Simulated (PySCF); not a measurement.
# As₃: structure of the quartet

Where does quartet As₃ go from a equilateral triangle start, is the end point a minimum, and what are its modes, charges and moments?

The runs use PySCF 2.14.0; PBE0, basis As def2-TZVP, no relativity, density fitting.

**1. The system as given**

3 atoms, charge 0, spin multiplicity 4.

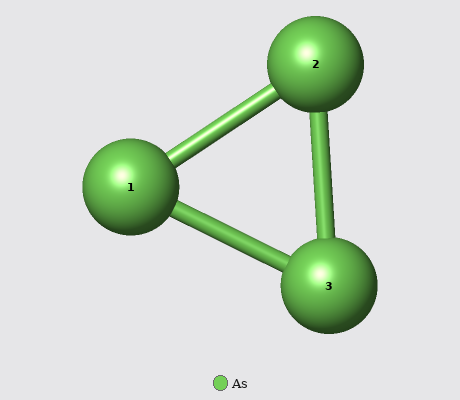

As it starts; arsenic green; atoms are numbered from 1 in the order of the file.

```xyz
3
charge 0 multiplicity 4
As    0.6986   -1.2100    0.0000
As   -1.3972    0.0000    0.0000
As    0.6986    1.2100    0.0000
```

**2. Finding the electronic state**

One driver script runs all steps and calls PySCF; scf.py shows how it sets up the SCF of each step. The optimiser is the driver's own. After this first run the driver tries any further starts and a stability analysis.

scf.py

```python
from pyscf import gto, scf, dft
mol = gto.M(atom='''
As     0.698600    -1.210010     0.000000
As    -1.397190     0.000010     0.000000
As     0.698590     1.210010     0.000000''',
    basis={'As': 'def2-TZVP'},
    charge=0, spin=3)
mf = dft.UKS(mol, xc='PBE0')
mf.grids.atom_grid = (50, 194)
aux = {'As': 'def2-universal-JKFIT'}
mf = mf.density_fit(auxbasis=aux)
mf.conv_tol = 1e-08
mf.diis_space = 10
mf.max_cycle = 60
mf.init_guess = 'minao'
mf.verbose = 4
mf.kernel()
```

Run with:

```console
> OMP_NUM_THREADS=4 python axn.py task.json out
```

Output:

```text
init E= -6704.82419789828
[... the frontier-level lines of each cycle are left out ...]
cycle= 1 E= -6706.73869838697  delta_E= -1.91  |g|= 0.457  |ddm|= 1.88
cycle= 2 E= -6706.74304406144  delta_E= -0.00435  |g|= 0.423  |ddm|= 0.385
cycle= 3 E= -6706.76826125845  delta_E= -0.0252  |g|= 0.0525  |ddm|= 0.228
cycle= 4 E= -6706.7696998644  delta_E= -0.00144  |g|= 0.0218  |ddm|= 0.0746
cycle= 5 E= -6706.76999827145  delta_E= -0.000298  |g|= 0.00617  |ddm|= 0.0278
cycle= 6 E= -6706.77001518575  delta_E= -1.69e-05  |g|= 0.00372  |ddm|= 0.00989
cycle= 7 E= -6706.77002422596  delta_E= -9.04e-06  |g|= 0.0012  |ddm|= 0.00507
cycle= 8 E= -6706.77002528326  delta_E= -1.06e-06  |g|= 0.000223  |ddm|= 0.0015
cycle= 9 E= -6706.77002537208  delta_E= -8.88e-08  |g|= 9.14e-05  |ddm|= 0.000603
cycle= 10 E= -6706.77002540865  delta_E= -3.66e-08  |g|= 6.53e-05  |ddm|= 0.000465
cycle= 11 E= -6706.77002543173  delta_E= -2.31e-08  |g|= 5.73e-05  |ddm|= 0.000347
cycle= 12 E= -6706.77002545595  delta_E= -2.42e-08  |g|= 5.58e-05  |ddm|= 0.000374
cycle= 13 E= -6706.77002547735  delta_E= -2.14e-08  |g|= 5.56e-05  |ddm|= 0.000332
cycle= 14 E= -6706.770025459  delta_E= 1.84e-08  |g|= 5.57e-05  |ddm|= 0.000284
cycle= 15 E= -6706.77002532165  delta_E= 1.37e-07  |g|= 5.42e-05  |ddm|= 0.0022
cycle= 16 E= -6706.77002510642  delta_E= 2.15e-07  |g|= 5e-05  |ddm|= 0.00373
cycle= 17 E= -6706.77002440076  delta_E= 7.06e-07  |g|= 6.05e-05  |ddm|= 0.0166
cycle= 18 E= -6706.77002442286  delta_E= -2.21e-08  |g|= 4.74e-05  |ddm|= 0.000685
cycle= 19 E= -6706.77002447871  delta_E= -5.59e-08  |g|= 4.53e-05  |ddm|= 0.00175
cycle= 20 E= -6706.77002417598  delta_E= 3.03e-07  |g|= 7.31e-05  |ddm|= 0.0129
cycle= 21 E= -6706.77002413587  delta_E= 4.01e-08  |g|= 2.54e-05  |ddm|= 0.00477
cycle= 22 E= -6706.77002412595  delta_E= 9.92e-09  |g|= 1.12e-05  |ddm|= 0.00352
Extra cycle  E= -6706.77002412588  delta_E= 6.64e-11  |g|= 1.69e-05  |ddm|= 3.28e-05
converged SCF energy = -6706.77002412588  <S^2> = 3.7625955  2S+1 = 4.0062928
```

This step, with its further starts and checks, took 22 s on 4 threads of AMD EPYC 9R14 (Zen 4), shared host.

The starts that the driver tried:

| start | energy (Eh) |
| --- | --- |
| the minimal-basis guess | -6706.770024 |
| a thermally smeared density | -6706.770099 |
| a smeared PBE density | -6706.770024 |

The first run landed in a state that is too high. Following the other starts and the instabilities gains 0.2 kJ/mol (-6706.77010 Eh), and the work goes on from there.

**3. Relaxing the quartet from the equilateral triangle start**

The program finds D3h symmetry in the start, which this walk keeps. Threshold on the gradient: 0.0003 Eh/bohr, with a further test on the energy change.

scf.py: that of step 2 with these lines changed.

```diff
@@ -3,3 +3,3 @@
-As     0.698600    -1.210010     0.000000
-As    -1.397190     0.000010     0.000000
-As     0.698590     1.210010     0.000000''',
+As     0.698597    -1.210006     0.000000
+As    -1.397195     0.000000     0.000000
+As     0.698598     1.210006     0.000000''',
@@ -15 +14,0 @@
-mf.init_guess = 'minao'
```

The optimiser's trace:

| step | energy (Eh) | change (kJ/mol) | largest symmetric gradient (Eh/bohr) |
| --- | --- | --- | --- |
| 0 | -6706.770100 | 0.00 | 0.00583 |
| 1 | -6706.770261 | -0.42 | 0.00191 |
| 2 | -6706.770280 | -0.47 | 0.00007 |

The walk took 11 s.

Positions (Å) and forces (eV/Å) along the way, with the part that breaks the symmetry left in:

```
step 0
As   0.699  -1.210   0.000  -0.676   1.198   0.000
As  -1.397   0.000   0.000  -0.249  -0.924   0.000
As   0.699   1.210   0.000   0.925  -0.273   0.000
step 1
As   0.695  -1.204   0.000  -0.579   1.030   0.000
As  -1.390   0.000   0.000  -0.455  -0.931   0.000
As   0.695   1.204   0.000   1.034  -0.098   0.000
step 2
As   0.693  -1.201   0.000  -0.530   0.944   0.000
As  -1.386   0.000   0.000  -0.558  -0.935   0.000
As   0.693   1.201   0.000   1.088  -0.010   0.000
```

It settles in D3h symmetry, 0.5 kJ/mol below the start, after 2 steps: As–As 2.401 Å (×3); As–As–As 60.0° (×3). A gradient of 0.0211 Eh/bohr that breaks the symmetry is left: this electronic state wants a lower symmetry.

**4. Relaxing without the symmetry constraint**

The geometry is nudged along the force that breaks the symmetry.

The program finds C2v symmetry in the start, which may break. Threshold on the gradient: 0.0003 Eh/bohr, with a further test on the energy change.

scf.py: that of step 3 with these lines changed.

```diff
@@ -3,3 +3,3 @@
-As     0.698597    -1.210006     0.000000
-As    -1.397195     0.000000     0.000000
-As     0.698598     1.210006     0.000000''',
+As     0.662725    -1.150754    -0.000000
+As    -1.417470    -0.050118     0.000000
+As     0.754745     1.200872     0.000000''',
```

Steps of the walk:

| step | energy (Eh) | change (kJ/mol) | largest gradient (Eh/bohr) |
| --- | --- | --- | --- |
| 0 | -6706.774896 | 0.00 | 0.00674 |
| 1 | -6706.775309 | -1.08 | 0.00336 |
| 2 | -6706.775436 | -1.42 | 0.00059 |
| 3 | -6706.775438 | -1.42 | 0.00015 |

The walk took 16 s.

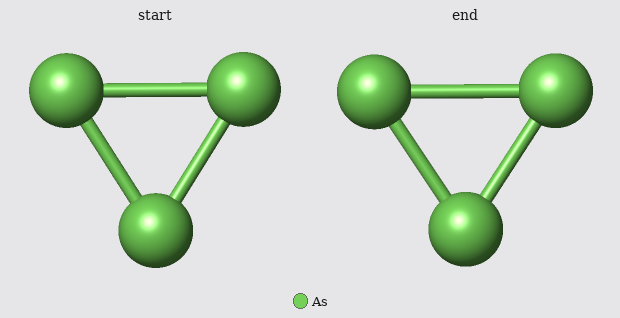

The geometry along the walk, at one scale.

It settles in C2v symmetry, 1.4 kJ/mol below the start, after 3 steps: As–As 2.339 Å (×2), As–As 2.568 Å; As–As–As 56.7° (×2), As–As–As 66.6°.

**5. Frequencies**

On the finer grid the gradient is checked again; gradients at displacements of ±0.02 bohr then give force constants and infrared intensities.

scf.py: that of step 4 with these lines changed.

```diff
@@ -3,3 +3,3 @@
-As     0.662725    -1.150754    -0.000000
-As    -1.417470    -0.050118     0.000000
-As     0.754745     1.200872     0.000000''',
+As     0.650642    -1.129779    -0.000000
+As    -1.437914    -0.075855     0.000000
+As     0.787272     1.205634     0.000000''',
@@ -9 +9 @@
-mf.grids.atom_grid = (50, 194)
+mf.grids.atom_grid = (75, 302)
@@ -12 +12 @@
-mf.conv_tol = 1e-08
+mf.conv_tol = 1e-10
```

This SCF starts from the last density.

SCF at the final geometry:

```text
init E= -6706.77538874245
[... the frontier-level lines of each cycle are left out ...]
cycle= 1 E= -6706.77538874244  delta_E= 1e-11  |g|= 2.4e-06  |ddm|= 6.63e-06
Extra cycle  E= -6706.77538874243  delta_E= 9.09e-12  |g|= 4.83e-06  |ddm|= 8.34e-06
converged SCF energy = -6706.77538874243  <S^2> = 3.7684957  2S+1 = 4.0092372
```

The whole step took 59 s.

Geometry: C2v; As–As 2.339 Å (×2), As–As 2.568 Å; As–As–As 56.7° (×2), As–As–As 66.6°.

Modes, for the most abundant isotopes:

```tsv
symmetry	ω (cm⁻¹)	IR (km/mol)	μ (u)
a1	189	0.3	74.92
b2	190	3.6	74.92
a1	334	0.7	74.92
```

μ is the mass of the mode for normalised Cartesian displacements, not the reduced mass of the usual diatomic formula.

No imaginary mode, so this is a minimum.

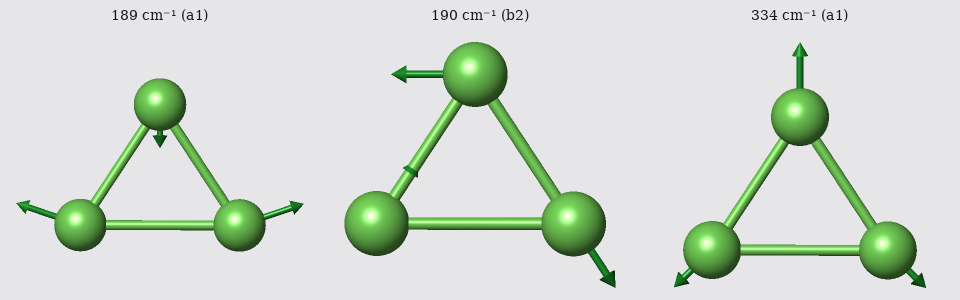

Displacements of 3 of the modes, as arrows (one member where a mode is degenerate).

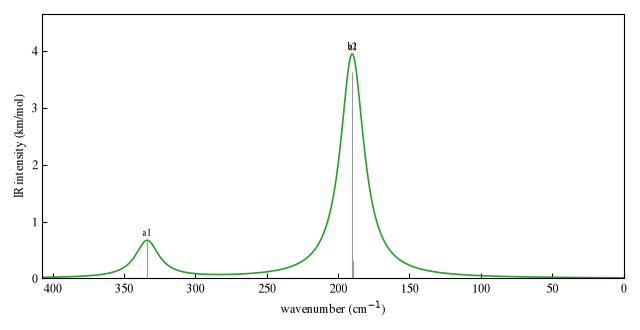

The harmonic infrared spectrum (widths in cm⁻¹). Lines are broadened to a width of 20 cm⁻¹ (Lorentzian).

Properties at this point:

* Dipole moment: 0.09 D
* Highest occupied level: -5.30 eV
* Lowest empty level: -5.17 eV
* Rotational constants: 0.08825, 0.06825, 0.03849 cm⁻¹
* Zero-point energy: 4.3 kJ/mol
* Principal polarisabilities: 56.9, 95.6, 104.2 bohr³
* Atomisation energy without zero-point energy: 415 kJ/mol
* Principal traceless quadrupole moments about the centre of mass: -5.55, 1.92, 3.63 D Å
* Entropy at 298.15 K and 1 bar (electronic part: spin only): 324.6 J/(mol K)
* Heat capacity Cp at 298.15 K: 55.5 J/(mol K)
* Enthalpy at 298.15 K above 0 K: 13.94 kJ/mol
* Rotational symmetry number: 2
* Spin squared ⟨S²⟩: 3.768

Populations by atom (charges in e):

```csv
atom,Mulliken,Löwdin,polar tensor,spin (Mulliken),Mayer order to As1
As1,-0.04,-0.08,-0.14,0.79,–
"As2,3",0.02,0.04,0.07,1.11,1.29
```

Mulliken populations on As1: s 7.86, p 15.04, d 10.13, f 0.01.

**6. Outcome**

```
                                          quantity                                                                   value
                                           minimum                                                            quartet, C2v
                                          geometry  As–As 2.339 Å (×2), As–As 2.568 Å; As–As–As 56.7° (×2), As–As–As 66.6°
                                wavenumbers (cm⁻¹)                                            189 (a1), 190 (b2), 334 (a1)
                                     dipole moment                                                                  0.09 D
highest occupied, lowest empty level (either spin)                                                         -5.30, -5.17 eV
                        polar-tensor charge of As1                                                                 -0.14 e
                                 zero-point energy                                                              4.3 kJ/mol
                               entropy at 298.15 K                                                         324.6 J/(mol K)
         atomisation energy (no zero-point energy)                                                              415 kJ/mol
                                              ⟨S²⟩                                                                   3.768
```

The equilateral triangle start (D3h) ends in a minimum of C2v symmetry. Only this shape and spin were tried, so other structures or states may lie lower.

The search up to here took 1.8 min on 4 threads of AMD EPYC 9R14 (Zen 4), shared host.
